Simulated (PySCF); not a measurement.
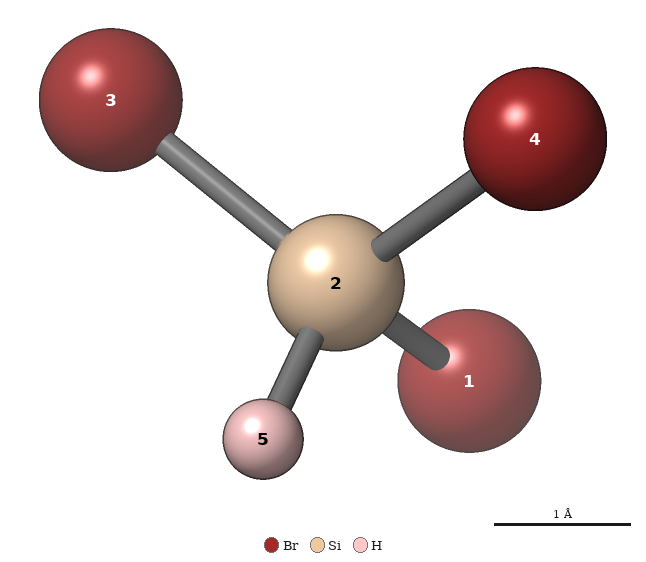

Orthographic view. Depth is shown by fading: the farther an atom, the more it takes the colour of the background. The geometry was computed by an optimisation with PBE0-D3(BJ)/def2-SVP. No frequency run is at hand to confirm it as a minimum.

Give the geometry as a Z-matrix, atoms in numerical order, with these reference atoms: 2 to 1; 3 to 2, 1; 4 to 2, 1, 3; 5 to 2, 1, 4.

```
Br 
Si   1   2.207
Br   2   2.207   1   109.7
Br   2   2.208   1   109.5   3  -121.1
H    2   1.480   1   109.2   4  -119.5
```
